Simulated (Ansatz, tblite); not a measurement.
# The cluster HfTe2+: which isomer is lowest

Which shape does the cluster HfTe2+ prefer? Candidates from a tight-binding search are relaxed and compared.

Computed with Ansatz 0.2.0, Gaussian basis. Level: relaxed with B3LYP-D4/def2-TZVP, doublet.

### 1 The system as given

3 atoms, charge 1, spin multiplicity 2.

Atoms are counted from 1 here; the program's logs count them from 0.

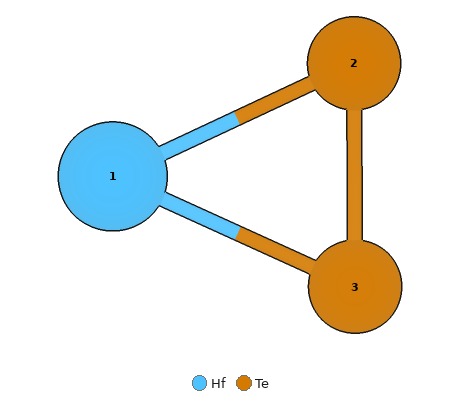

As it starts; hafnium blue, tellurium orange; atoms are numbered from 1 in the order of the file.

Hf, Te take a core potential in the def2 sets. No spin-orbit coupling is included. The ion is computed in the gas phase, without counter-ions or solvent.

A search from random starts with GFN2-xTB found 7 distinct shapes; 2 go on here. The structure above is candidate A, which lies 0.00 eV above the lowest at that level; B lies 0.36 eV above the lowest at that level.

### 2 Relaxing candidate A

in.yaml

```yaml
crystal:
  periodic: [false, false, false]
  atoms:
    - {symbol: Hf, position_ang: [-1.671380, -0.570980, 0.870290]}
    - {symbol: Te, position_ang: [0.116430, 0.851530, -1.445600]}
    - {symbol: Te, position_ang: [1.554960, -0.280550, 0.575320]}
basis:
  gaussian: {orbitals: def2-TZVP}
total_charge: 1
magnetization: {spin_polarized: true, initial_magnetization: 1}
hamiltonian: {xc: {name: B3LYP}, dispersion: d4}
scf: {lower_state_search: "off"}
output: {orbitals: {seedname: orbitals}}
relax: {f_tol: 0.02, max_steps: 100}
```

Run with:

```sh
> ansatz run in.yaml --threads 4 --pin off --events-out ev --progress --plain --max-ram 3916MiB
```

The log of the run, cut to the lines that bear on the results:

```text
Functional definition: B3LYP
  name "B3LYP"
  cite "Stephens, Devlin, Chabalowski & Frisch, J. Phys. Chem. 98, 11623 (1994) doi:10.1021/j100096a001"
  cite "Becke, Phys. Rev. A 38, 3098 (1988) doi:10.1103/PhysRevA.38.3098"
  cite "Lee, Yang & Parr, Phys. Rev. B 37, 785 (1988) doi:10.1103/PhysRevB.37.785"
  cite "Vosko, Wilk & Nusair, Can. J. Phys. 58, 1200 (1980) doi:10.1139/p80-159"
[...]
1219 factors; their error is unknown
[...]
mean field -15890.58028392 eV, -583.9680544120 hartree, gradient 2.2e-6 eV, S^2 1.632012; 0 other end points of the search recorded, 0 dependent functions left out
[...]
reference -15890.58049828 eV, -583.9680622896 hartree; 30, 29 occupied and 110, 111 virtual orbitals, 1219 factors
relax step   1: F+E_penalty+E_count = -15890.82679504 eV  Δ(F+E_penalty+E_count) = +0.000e0 eV  max|allowed force component| = 2.506e0 eV/Å  Δτ_max = 0.0000 Å  (66 SCF iters, accepted)
[...]
relax step   6: F+E_penalty+E_count = -15892.47141686 eV  Δ(F+E_penalty+E_count) = -6.449e-3 eV  max|allowed force component| = 1.586e-1 eV/Å  Δτ_max = 0.0444 Å  (31 SCF iters, accepted)
[...]
relax step   7: F+E_penalty+E_count = -15892.47613295 eV  Δ(F+E_penalty+E_count) = -4.716e-3 eV  max|allowed force component| = 6.638e-3 eV/Å  Δτ_max = 0.0206 Å  (33 SCF iters, accepted)
Total energy: -15892.47634128 eV, -584.0377332346 hartree
Atom 0 at    -1.272966    -0.434807     0.662723 Å, force     0.002123     0.000715    -0.001089 eV/Å
Atom 1 at    -0.114686     0.808442    -1.386451 Å, force     0.003292    -0.003771     0.006638 eV/Å
Atom 2 at     1.387662    -0.373635     0.723738 Å, force    -0.005415     0.003055    -0.005549 eV/Å
Dipole moment:    -0.922750    -0.315183     0.480392 e Å
Checks for a lower state left out: stability, starts, cluster_reference, orbital_swaps, neighbouring_geometries, increment
```

Wall time 21 s (4 threads of Arm Neoverse V2, shared host).

Step by step: (the energy doesn't fall at every step)

```csv
step,energy from step 1 (eV),largest force component (eV/Å)
1,0.0000,2.5061
2,-0.8573,2.3703
3,-1.5227,0.9437
4,-1.4277,2.6654
5,-1.6382,0.3982
6,-1.6446,0.1586
7,-1.6493,0.0066
```

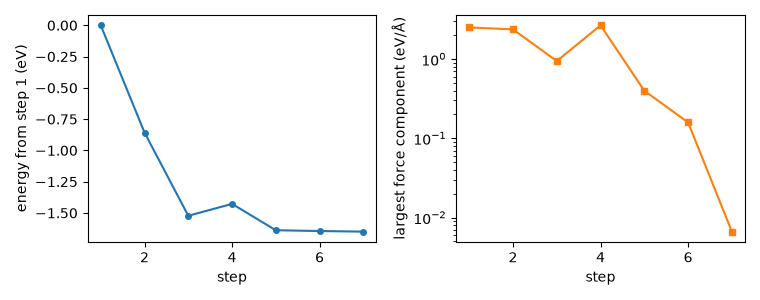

Energy and force, step by step.

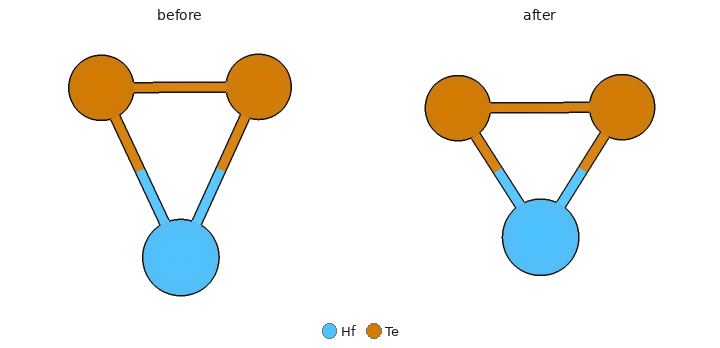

Before and after, at one scale.

Distances of close pairs at the start and the end, largest changes first:

```csv
bond,before (Å),after (Å),change (Å)
Hf1–Te2,3.253,2.662,-0.591
Hf1–Te3,3.253,2.662,-0.591
Te2–Te3,2.727,2.847,+0.121
```

### 3 Relaxing candidate B

in.yaml

```yaml
crystal:
  periodic: [false, false, false]
  atoms:
    - {symbol: Hf, position_ang: [-0.000960, 0.001140, 0.000000]}
    - {symbol: Te, position_ang: [-2.352310, -1.325410, 0.044490]}
    - {symbol: Te, position_ang: [2.353270, 1.324270, -0.044490]}
basis:
  gaussian: {orbitals: def2-TZVP}
total_charge: 1
magnetization: {spin_polarized: true, initial_magnetization: 1}
hamiltonian: {xc: {name: B3LYP}, dispersion: d4}
scf: {lower_state_search: "off"}
output: {orbitals: {seedname: orbitals}}
relax: {f_tol: 0.02, max_steps: 100}
```

The command is unchanged.

The log of the run, cut to the lines that bear on the results:

```text
Functional definition: B3LYP
  name "B3LYP"
  cite "Stephens, Devlin, Chabalowski & Frisch, J. Phys. Chem. 98, 11623 (1994) doi:10.1021/j100096a001"
  cite "Becke, Phys. Rev. A 38, 3098 (1988) doi:10.1103/PhysRevA.38.3098"
  cite "Lee, Yang & Parr, Phys. Rev. B 37, 785 (1988) doi:10.1103/PhysRevB.37.785"
  cite "Vosko, Wilk & Nusair, Can. J. Phys. 58, 1200 (1980) doi:10.1139/p80-159"
[...]
1219 factors; their error is unknown
[...]
mean field -15890.63606021 eV, -583.9701041527 hartree, gradient 8.3e-6 eV, S^2 0.836035; 0 other end points of the search recorded, 0 dependent functions left out
[...]
reference -15890.63627603 eV, -583.9701120841 hartree; 30, 29 occupied and 110, 111 virtual orbitals, 1219 factors
[...]
relax step  12: F+E_penalty+E_count = -15892.51908827 eV  Δ(F+E_penalty+E_count) = -5.155e-3 eV  max|allowed force component| = 1.425e-1 eV/Å  Δτ_max = 0.0356 Å  (30 SCF iters, accepted)
[...]
relax step  13: F+E_penalty+E_count = -15892.51990530 eV  Δ(F+E_penalty+E_count) = -8.170e-4 eV  max|allowed force component| = 2.503e-3 eV/Å  Δτ_max = 0.0087 Å  (31 SCF iters, accepted)
Total energy: -15892.52011698 eV, -584.0393419619 hartree
Atom 0 at    -0.586177     1.041892    -0.003735 Å, force    -0.000827    -0.001872     0.000031 eV/Å
Atom 1 at    -1.314881    -1.425662     0.032266 Å, force    -0.001676     0.000674     0.000014 eV/Å
Atom 2 at     1.901058     0.383770    -0.028530 Å, force     0.002503     0.001198    -0.000045 eV/Å
Dipole moment:    -0.549784     0.977074    -0.003502 e Å
Checks for a lower state left out: stability, starts, cluster_reference, orbital_swaps, neighbouring_geometries, increment
```

Wall time 63 s (4 threads of Arm Neoverse V2, shared host); peak memory 0.59 GiB.

The steps of the relaxation:

```csv
step,energy from step 1 (eV),largest force component (eV/Å)
1,0.0000,0.3949
2,-0.0024,0.3979
3,-0.0161,0.0265
4,-0.0163,0.0172
5,-0.0677,0.4979
6,-0.3583,0.6713
7,-0.6416,1.1445
8,-1.0559,0.9925
9,-1.4156,0.6754
10,-1.6390,0.3942
11,-1.7055,0.3403
12,-1.7107,0.1425
13,-1.7115,0.0025
```

The force was under the threshold of 0.02 eV/Å already at step 4, but the program went on to step 13.

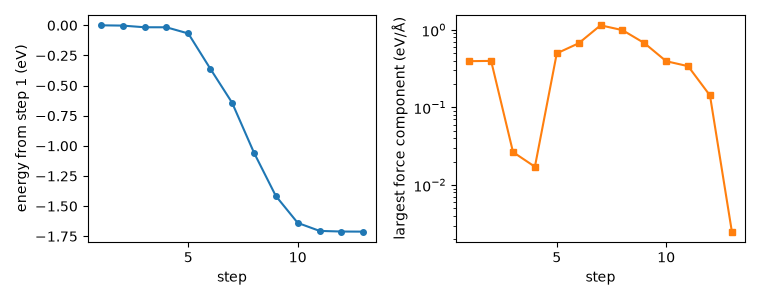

Energy and largest force along the relaxation.

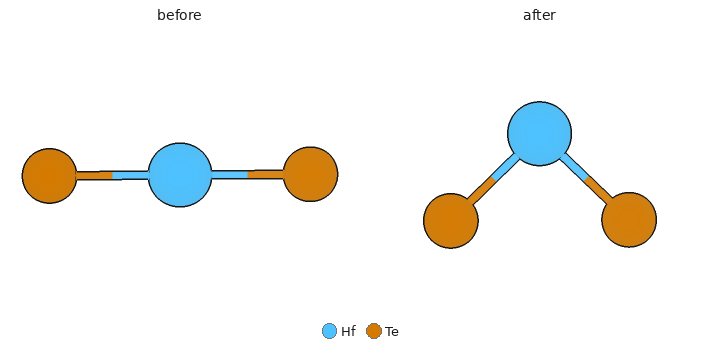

Before and after, at one scale.

Close pairs (by a distance rule), those that changed most:

```csv
bond,before (Å),after (Å),change (Å)
Hf1–Te3,2.701,2.573,-0.128
Hf1–Te2,2.700,2.573,-0.127
```

### 4 The relaxed candidates

```csv
candidate,point group,"bonds (count, mean Å)",energy above the lowest (kcal/mol)
A,C2v,"Hf–Te 2, 2.66; Te–Te 1, 2.85",1.0
B,C2v,"Hf–Te 2, 2.57",0.0
```

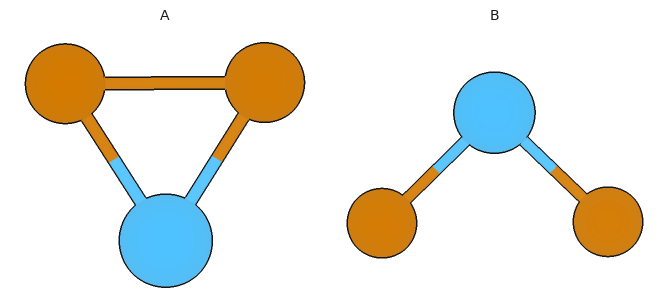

The candidates after relaxation.

### 5 Candidate A, GFN1-xTB

Tight binding, by tblite at 300 K electronic temperature and without a spin-polarisation term:

```python
tblite.interface.Calculator('GFN1-xTB', numbers, positions, charge=1, uhf=1).singlepoint()
```

Energy -223.1266 eV; 0.003 s.

### 6 Candidate A, GFN2-xTB

Tight binding, by tblite at 300 K electronic temperature and without a spin-polarisation term:

```python
tblite.interface.Calculator('GFN2-xTB', numbers, positions, charge=1, uhf=1).singlepoint()
```

Energy -195.6325 eV; 0.004 s.

### 7 Candidate A, PBE0-D4/def2-TZVP

start.molden holds the orbitals of an earlier run on this state, given as this run's starting guess.

in.yaml

```yaml
crystal:
  periodic: [false, false, false]
  atoms:
    - {symbol: Hf, position_ang: [-1.272966, -0.434807, 0.662723]}
    - {symbol: Te, position_ang: [-0.114686, 0.808442, -1.386451]}
    - {symbol: Te, position_ang: [1.387662, -0.373635, 0.723738]}
basis:
  gaussian: {orbitals: def2-TZVP, initial_orbitals: start.molden}
total_charge: 1
magnetization: {spin_polarized: true, initial_magnetization: 1}
hamiltonian: {xc: pbe0, dispersion: d4}
scf: {omitted_lower_state_checks: [starts]}
output: {orbitals: {seedname: orbitals}}
```

Launched as before.

The log of the run, cut to the lines that bear on the results:

```text
Functional definition: PBE0
  name "PBE0"
  cite "Adamo & Barone, J. Chem. Phys. 110, 6158 (1999) doi:10.1063/1.478522"
  cite "Perdew, Burke & Ernzerhof, Phys. Rev. Lett. 77, 3865 (1996) doi:10.1103/PhysRevLett.77.3865"
  parent pbe
[...]
1269 factors; their error is unknown
[...]
mean field -15887.40436298 eV, -583.8513414700 hartree, gradient 1.8e-5 eV, S^2 0.789044; 0 other end points of the search recorded, 0 dependent functions left out
reference -15887.40439207 eV, -583.8513425390 hartree; 30, 29 occupied and 110, 111 virtual orbitals, 1269 factors
Total energy: -15887.53092343 eV, -583.8559924806 hartree
Checks for a lower state left out: starts
```

Run time: 4.6 s. Hardware: 4 threads of Arm Neoverse V2, shared host.

HOMO -10.39 eV, LUMO -7.65 eV (over both spins); ⟨S²⟩ 0.789 (pure: 0.75).

### 8 Candidate A, PBE-D4/def2-TZVP

in.yaml: that of step 7 with these lines changed.

```diff
@@ -10,4 +10,4 @@
 magnetization: {spin_polarized: true, initial_magnetization: 1}
-hamiltonian: {xc: pbe0, dispersion: d4}
+hamiltonian: {xc: pbe, dispersion: d4}
 scf: {omitted_lower_state_checks: [starts]}
-output: {orbitals: {seedname: orbitals}}
+output: {forces: true, orbitals: {seedname: orbitals}}
```

Launched as before.

The log of the run, cut to the lines that bear on the results:

```text
Functional definition: PBE
  name "PBE"
  cite "Perdew, Burke & Ernzerhof, Phys. Rev. Lett. 77, 3865 (1996) doi:10.1103/PhysRevLett.77.3865"
  parent pbe
[...]
1117 factors; their error is unknown
[...]
mean field -15887.62423305 eV, -583.8594215460 hartree, gradient 7.6e-5 eV, S^2 0.783045; 0 other end points of the search recorded, 0 dependent functions left out
[...]
reference -15887.62427177 eV, -583.8594229692 hartree; 30, 29 occupied and 110, 111 virtual orbitals, 1117 factors
Total energy: -15887.77292171 eV, -583.8648857534 hartree
Atom 0 at    -1.272966    -0.434807     0.662723 Å, force     0.000345     0.000118    -0.000180 eV/Å
Atom 1 at    -0.114686     0.808442    -1.386451 Å, force     0.068234    -0.053882     0.096173 eV/Å
Atom 2 at     1.387662    -0.373635     0.723738 Å, force    -0.068579     0.053765    -0.095993 eV/Å
Dipole moment:    -0.819493    -0.279914     0.426636 e Å
Checks for a lower state left out: starts
```

Wall time 2.4 s (4 threads of Arm Neoverse V2, shared host).

HOMO -9.29 eV, LUMO -8.38 eV (over both spins); ⟨S²⟩ 0.783 (pure: 0.75).

### 9 Candidate A, r2SCAN-D4/def2-TZVP

in.yaml: that of step 8 with these lines changed.

```diff
@@ -10,4 +10,4 @@
 magnetization: {spin_polarized: true, initial_magnetization: 1}
-hamiltonian: {xc: pbe, dispersion: d4}
+hamiltonian: {xc: r2scan, dispersion: d4}
 scf: {omitted_lower_state_checks: [starts]}
-output: {forces: true, orbitals: {seedname: orbitals}}
+output: {orbitals: {seedname: orbitals}}
```

Launched as before.

The log of the run:

```text
Functional definition: r2SCAN
  name "r2SCAN"
  cite "Furness, Kaplan, Ning, Perdew & Sun, J. Phys. Chem. Lett. 11, 8208 (2020) doi:10.1021/acs.jpclett.0c02405"
  cite "Furness, Kaplan, Ning, Perdew & Sun, J. Phys. Chem. Lett. 11, 9248 (2020) doi:10.1021/acs.jpclett.0c03077"
  parent r2scan
  parameter k0 = 0.174
  parameter k1 = 0.065
  parameter a1 = 4.9479
  exchange = r2scan_x(k0 = k0, k1 = k1, a1 = a1)
  correlation = r2scan_c
these checks for a lower state are left out or cut short: starts
1117 factors; their error is unknown
mean field evaluation 1: about -15893.7053 eV, gradient 4.2e0 eV
mean field evaluation 2: about -15893.7551 eV, gradient 7.0e-2 eV
mean field evaluation 4: about -15893.4990 eV, gradient 3.4e-3 eV
mean field evaluation 8: about -15893.4990 eV, gradient 1.4e-5 eV
mean field -15893.49899036 eV, -584.0753148950 hartree, gradient 1.4e-5 eV, S^2 0.806682; 0 other end points of the search recorded, 0 dependent functions left out
reference -15893.49900832 eV, -584.0753155552 hartree; 30, 29 occupied and 110, 111 virtual orbitals, 1117 factors
Total energy: -15893.52265043 eV, -584.0761843866 hartree
Checks for a lower state left out: starts
```

Run time: 7.5 s. Hardware: 4 threads of Arm Neoverse V2, shared host.

HOMO -9.70 eV, LUMO -8.26 eV (over both spins); ⟨S²⟩ 0.807 (pure: 0.75).

### 10 Candidate A, revPBE-D4/def2-TZVP

in.yaml: that of step 9 with these lines changed.

```diff
@@ -10,3 +10,3 @@
 magnetization: {spin_polarized: true, initial_magnetization: 1}
-hamiltonian: {xc: r2scan, dispersion: d4}
+hamiltonian: {xc: {name: revPBE}, dispersion: d4}
 scf: {omitted_lower_state_checks: [starts]}
```

The command is unchanged.

The log of the run:

```text
Functional definition: revPBE
  name "revPBE"
  cite "Zhang & Yang, Phys. Rev. Lett. 80, 890 (1998) doi:10.1103/PhysRevLett.80.890"
  cite "Perdew, Burke & Ernzerhof, Phys. Rev. Lett. 77, 3865 (1996) doi:10.1103/PhysRevLett.77.3865"
  parameter kappa = 1.245
  parameter beta = 0.06672455060314922
  exchange = pbe_x(kappa = kappa, mu = beta*pi^2/3)
  correlation = pbe_c(beta = beta)
these checks for a lower state are left out or cut short: starts
1117 factors; their error is unknown
mean field evaluation 1: about -15891.4367 eV, gradient 5.8e0 eV
mean field evaluation 2: about -15891.5213 eV, gradient 1.3e-1 eV
mean field evaluation 4: about -15891.2692 eV, gradient 5.2e-3 eV
mean field evaluation 8: about -15891.2692 eV, gradient 7.8e-5 eV
mean field -15891.26921400 eV, -583.9933721255 hartree, gradient 7.8e-5 eV, S^2 0.789818; 0 other end points of the search recorded, 0 dependent functions left out
reference -15891.26926223 eV, -583.9933738980 hartree; 30, 29 occupied and 110, 111 virtual orbitals, 1117 factors
Total energy: -15891.50117020 eV, -584.0018963586 hartree
Checks for a lower state left out: starts
```

It took 2.4 s on 4 threads of Arm Neoverse V2, shared host.

From the report: HOMO -9.26 eV, LUMO -8.28 eV (over both spins); ⟨S²⟩ 0.790 (pure: 0.75).

### 11 Candidate A, CAM-B3LYP-D4/def2-TZVP

in.yaml: that of step 10 with these lines changed.

```diff
@@ -10,3 +10,3 @@
 magnetization: {spin_polarized: true, initial_magnetization: 1}
-hamiltonian: {xc: {name: revPBE}, dispersion: d4}
+hamiltonian: {xc: {name: CAM-B3LYP}, dispersion: d4}
 scf: {omitted_lower_state_checks: [starts]}
```

The command is unchanged.

The log of the run, cut to the lines that bear on the results:

```text
Functional definition: CAM-B3LYP
  name "CAM-B3LYP"
  cite "Yanai, Tew & Handy, Chem. Phys. Lett. 393, 51 (2004) doi:10.1016/j.cplett.2004.06.011"
  cite "Iikura, Tsuneda, Yanai & Hirao, J. Chem. Phys. 115, 3540 (2001) doi:10.1063/1.1383587"
  cite "Becke, Phys. Rev. A 38, 3098 (1988) doi:10.1103/PhysRevA.38.3098"
  cite "Lee, Yang & Parr, Phys. Rev. B 37, 785 (1988) doi:10.1103/PhysRevB.37.785"
  cite "Vosko, Wilk & Nusair, Can. J. Phys. 58, 1200 (1980) doi:10.1139/p80-159"
[...]
  # Exact exchange under (alpha + beta erf(omega r))/r, Becke's under what is left of 1/r.
[...]
1205 factors; their error is unknown
262 factors; integrals over basis functions are off by at most 8.9e-5 eV
[...]
mean field -15885.10353440 eV, -583.7667875792 hartree, gradient 2.2e-5 eV, S^2 0.765525; 0 other end points of the search recorded, 0 dependent functions left out
reference -15885.10363526 eV, -583.7667912857 hartree; 30, 29 occupied and 110, 111 virtual orbitals, 1205 factors
Total energy: -15885.24202365 eV, -583.7718769655 hartree
Checks for a lower state left out: starts
```

Wall time 6.5 s (4 threads of Arm Neoverse V2, shared host); peak memory 0.55 GiB.

From the report: HOMO -11.65 eV, LUMO -6.79 eV (over both spins); ⟨S²⟩ 0.766 (pure: 0.75).

### 12 Candidate A, CCSD(T)/def2-TZVP

in.yaml: that of step 11 with these lines changed.

```diff
@@ -10,4 +10,4 @@
 magnetization: {spin_polarized: true, initial_magnetization: 1}
-hamiltonian: {xc: {name: CAM-B3LYP}, dispersion: d4}
-scf: {omitted_lower_state_checks: [starts]}
+correlation: {method: ccsd_t}
+scf: {omitted_lower_state_checks: [starts, cluster_reference]}
 output: {orbitals: {seedname: orbitals}}
```

Launched as before.

The log of the run, cut to the lines that bear on the results:

```text
Functional definition: HF
  name "HF"
  cite "Fock, Z. Phys. 61, 126 (1930) doi:10.1007/BF01340294"
  parent pbe
[...]
1322 factors; integrals over basis functions are off by at most 5.3e-4 eV
[...]
mean field -15817.45363543 eV, -581.2806996470 hartree, gradient 2.4e-6 eV, S^2 0.788861; 0 other end points of the search recorded, 0 dependent functions left out
8 core orbitals not correlated: weight in the atoms' cores, before any rotation towards them, 1.000 or more for the frozen orbitals, at most 0.000 for the correlated occupied ones
reference -15817.45363543 eV, -581.2806996470 hartree; 22, 21 occupied and 110, 111 virtual orbitals, 1322 factors
second order -31.54833538 eV of doubles, -0.00000000 eV of singles
cycle   1  -28.65687284 eV  change     2.9e0 eV  update   2.2e-1
[...]
cycle  19  -29.82862668 eV  change   -1.5e-5 eV  update   1.4e-5
perturbative correction -1.15575369 eV, -0.0424731647 hartree
Total energy: -15848.43801580 eV, -582.4193546236 hartree
Checks for a lower state left out: starts, cluster_reference
```

Wall time 28 s (4 threads of Arm Neoverse V2, shared host); peak memory 1.7 GiB.

Hartree-Fock HOMO -12.00 eV, LUMO -5.21 eV (over both spins); ⟨S²⟩ 0.789 (pure: 0.75); T1 0.033.

### 13 A against B

The energies of B at these levels come from its own runs, whose logs aren't repeated here.

```csv
level,A above B (kcal/mol),time
GFN1-xTB,-0.5,0.006 s
GFN2-xTB,+7.3,0.007 s
HF/def2-TZVP†,-3.0,
PBE-D4/def2-TZVP,+1.1,4.8 s
revPBE-D4/def2-TZVP,+1.3,4.6 s
r2SCAN-D4/def2-TZVP,-0.2,14 s
PBE0-D4/def2-TZVP,-1.1,7.9 s
CAM-B3LYP-D4/def2-TZVP,-1.1,13 s
MP2/def2-TZVP†,-8.8,
CCSD/def2-TZVP†,-0.7,
CCSD(T)/def2-TZVP†,-0.2,81 s
```

Times add the two runs; a level without a time comes out of a correlated run. † marks a level with a doubtful state (flagged, unstable, out of aufbau order, or strongly spin-contaminated); such levels are left out of the summary. CCSD(T)/def2-TZVP is no safe reference here (spin contamination).

### 14 Summary of results

```
                                                         quantity                                                                     value
A above B, range of the levels free of doubt, tight binding aside                                                     -1.1 to +1.3 kcal/mol
                                          levels that put A lower  GFN1-xTB, r2SCAN-D4/def2-TZVP, PBE0-D4/def2-TZVP, CAM-B3LYP-D4/def2-TZVP
```

What this shows: The levels disagree on A and B: 4 of 7 put A lower. A random search of this size may have missed the true lowest shape. Only doublets are compared; another spin may lie lower and prefer another shape.
